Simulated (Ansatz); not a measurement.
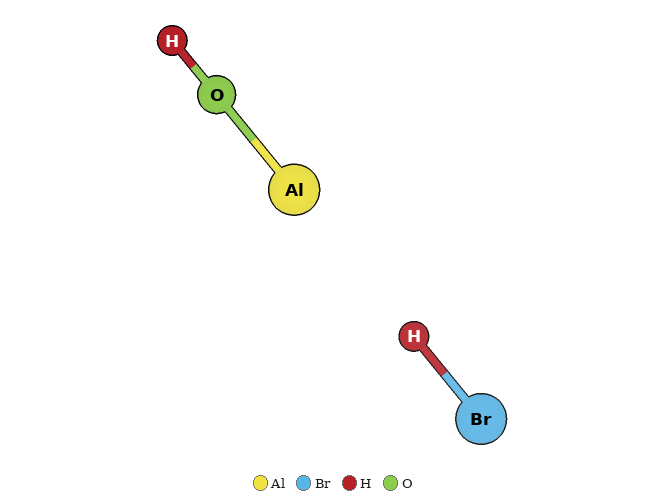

The picture shows the input geometry.

Ansatz 0.2.0 input:

```yaml
crystal:
  periodic: [false, false, false]
  atoms:
    - {symbol: Al, position_ang: [-0.313921, 0.261683, 0.213111]}
    - {symbol: Br, position_ang: [2.422976, -2.016837, -1.642087]}
    - {symbol: H, position_ang: [1.438171, -1.196370, -0.974031]}
    - {symbol: O, position_ang: [-1.448958, 1.206796, 0.982807]}
    - {symbol: H, position_ang: [-2.098268, 1.744727, 1.420100]}
basis:
  gaussian: {orbitals: def2-TZVPP}
correlation: {method: ccsd_t}
```

What the program printed:

```
Functional definition: HF
  name "HF"
  cite "Fock, Z. Phys. 61, 126 (1930) doi:10.1007/BF01340294"
  parent pbe
  exchange = exact_x
  correlation = 0
937 factors; integrals over basis functions are off by at most 7.2e-4 eV
mean field evaluation 1: about -78649.4724 eV, gradient 4.3e1 eV
mean field evaluation 2: about -78649.5410 eV, gradient 4.3e1 eV
mean field evaluation 4: about -78653.0406 eV, gradient 2.5e0 eV
mean field evaluation 8: about -78653.0853 eV, gradient 2.3e-1 eV
mean field evaluation 16: about -78651.2512 eV, gradient 3.3e1 eV
mean field -78653.08549193 eV, -2890.4475788522 hartree, gradient 7.7e-6 eV, S^2 0.000000; 0 other end points of the search recorded, 0 dependent functions left out
15 core orbitals not correlated: weight in the atoms' cores, before any rotation towards them, 1.000 or more for the frozen orbitals, at most 0.000 for the correlated occupied ones
reference -78653.08549193 eV, -2890.4475788522 hartree; 14, 14 occupied and 120, 120 virtual orbitals, 937 factors
second order -16.18314413 eV of doubles, -0.00000000 eV of singles
cycle   1  -16.25066532 eV  change   -6.8e-2 eV  update   9.0e-2
cycle   2  -16.64795559 eV  change   -4.0e-1 eV  update   3.1e-2
cycle   3  -16.73895390 eV  change   -9.1e-2 eV  update   1.7e-2
cycle   4  -16.71998338 eV  change    1.9e-2 eV  update   3.9e-3
cycle   5  -16.72019789 eV  change   -2.1e-4 eV  update   1.6e-3
cycle   6  -16.72090047 eV  change   -7.0e-4 eV  update   4.6e-4
cycle   7  -16.72063552 eV  change    2.6e-4 eV  update   1.8e-4
cycle   8  -16.72064872 eV  change   -1.3e-5 eV  update   5.3e-5
cycle   9  -16.72067595 eV  change   -2.7e-5 eV  update   2.0e-5
perturbative correction -0.56129909 eV, -0.0206273610 hartree
Total energy: -78670.36746697 eV, -2891.0826797209 hartree
```
